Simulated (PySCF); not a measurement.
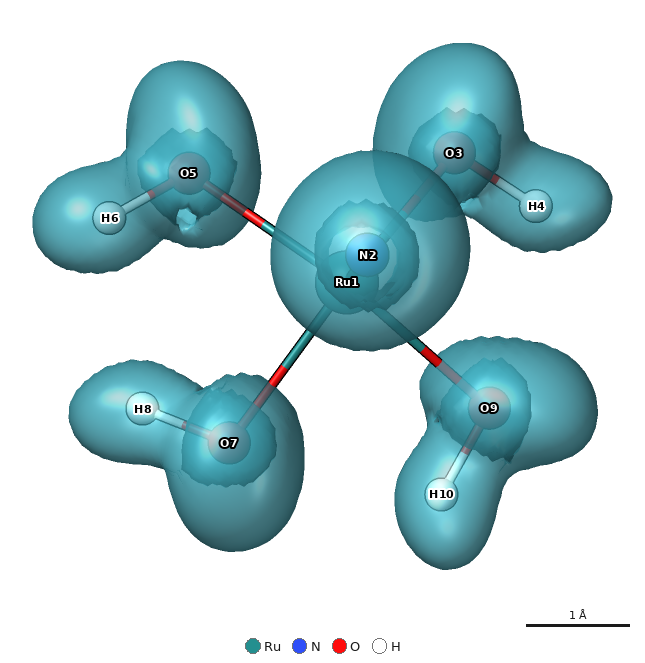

The picture shows: H$_{4}$NO$_{4}$Ru (SMILES [N]#[Ru-]([OH])([OH])([OH])[OH]) (charge −1). Isosurface of the ELF at 0.75 (cyan), seen at a tilt. Only the valence region is drawn (cores and ρ < 0.01 e/Å³ removed).

Geometry: PBE0-D3(BJ)/def2-SVP; core potentials replace the inner electrons of Ru.

All numbers below come from B3LYP/def2-SVPD, SCF density, gas phase, scalar-relativistic core potentials on the heavy atoms (PySCF 2.14.0).

```yaml
atoms:
  - { symbol: Ru, position_ang: [0.2407, 0.0506, 0.3688] }
  - { symbol: N, position_ang: [0.4127, 0.2056, 1.9357] }
  - { symbol: O, position_ang: [1.9774, 0.1101, -0.4752] }
  - { symbol: H, position_ang: [2.1698, -0.8346, -0.5686] }
  - { symbol: O, position_ang: [0.0013, 1.8554, -0.3676] }
  - { symbol: H, position_ang: [-0.8878, 2.1335, -0.1116] }
  - { symbol: O, position_ang: [-1.6530, -0.2381, -0.0605] }
  - { symbol: H, position_ang: [-1.9654, 0.5799, -0.4669] }
  - { symbol: O, position_ang: [0.3793, -1.8432, -0.0844] }
  - { symbol: H, position_ang: [-0.5504, -2.0960, -0.1652] }
```

Question: Describe the localisation domains.

Answer: The ELF exceeds this value in one lobe on N, pointing away from the bonds (lone pairs) and four joined regions spread over several atoms (H, O), in which their bonds and any lone pairs are merged. Along the contacts the grid gives the following. Ru–N (1.58 Å): the ELF peaks at about 0.75 in the valence shell of N, 0.6 Å from its nucleus, and is about 0.50 at the midpoint. Ru–O (1.93 Å): the ELF peaks at about 0.85 in the valence shell of O, 0.6 Å from its nucleus, and is about 0.25 at the midpoint.
